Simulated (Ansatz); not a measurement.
**HNPSi (SMILES N1[Si]=P1) (doublet): density, localisation and related maps**

```xyz
4

N    -2.0951   -3.5617    2.2337
P    -0.6745   -2.6821    2.8210
Si   -2.8761   -2.0889    2.5933
H    -2.1870   -4.5053    1.8864
```

Geometry: B3LYP-D3(BJ)/6-311G**.

All numbers below come from Ansatz, isolated molecule in a Gaussian basis; Kohn-Sham density functional theory, functional PBE0.

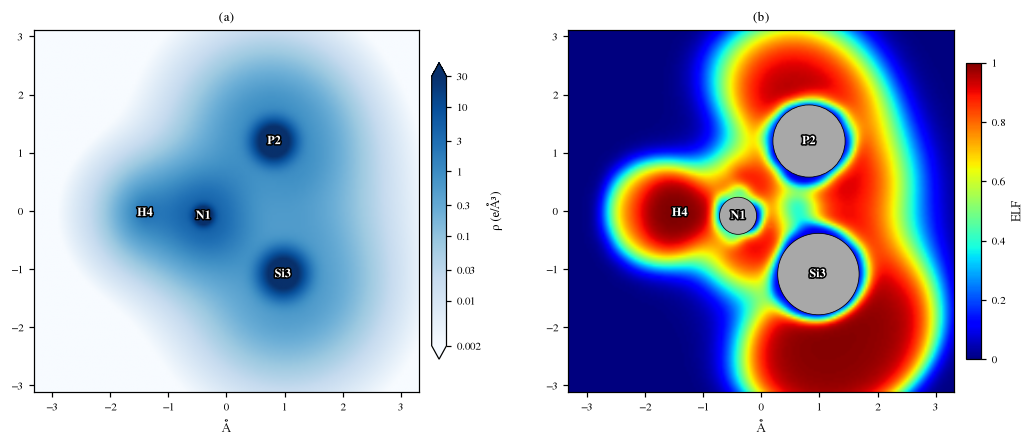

Figure 1. (a) total electron density; (b) ELF on the molecular plane. Grey discs cover the atomic cores in the ELF map.

Interpret the plot.

Answer. The section cuts through N, P, Si and H sites.
Si–N (1.71 Å): ρ is about 1.1 e/Å³ halfway; the ELF peaks at about 0.85 between the atoms; a polar covalent bond.
P–N (1.77 Å): ρ at the midpoint is about 1.1 e/Å³; the ELF peaks at about 0.85 between the atoms, as expected for a polar covalent bond.
Si–P (2.29 Å): the density is about 0.58 e/Å³ at the midpoint; the ELF peaks at about 0.65 between the atoms.
N–H (1.01 Å): the density is about 2.9 e/Å³ at the midpoint; the ELF climbs to about 1 towards the hydrogen, as it does in any bond to H: a covalent bond by its length.
The ELF also peaks beside Si3 and P2, away from the bonds: non-bonding electrons, paired or unpaired.

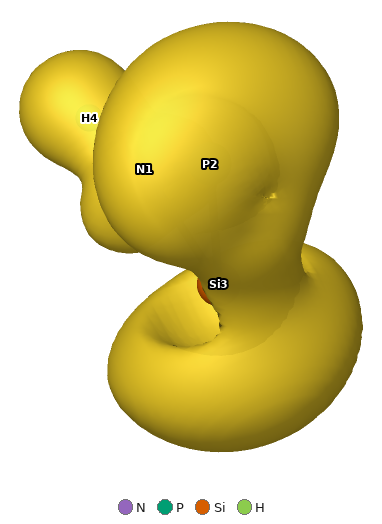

Figure 2. Isosurface of the ELF at 0.75 (yellow), seen at an oblique angle. Only the valence region is drawn (cores and ρ < 0.01 e/Å³ removed).

Where are the electrons localised?

Answer. At this value the surface marks out one joined region spread over several atoms (H, N), in which their bonds and any lone pairs are merged and one joined region spread over several atoms (P, Si), in which their bonds and any lone pairs are merged.

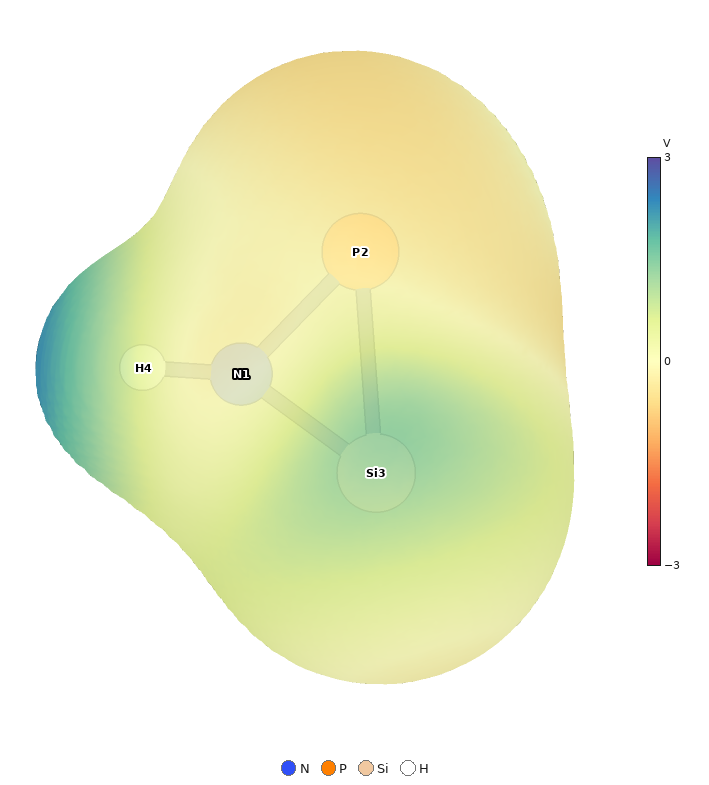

Figure 3. The electrostatic potential painted on the density surface at 0.002 e/bohr³, seen at a tilt; the colour scale runs from red (negative) to blue (positive).

Describe the electrostatic potential map.

Answer. The most negative region (about −0.5 V) lies over P2, the most positive (about +2.2 V) over H4.

What dipole moment does the calculation give?

Answer. Its dipole moment is 1.69 D.
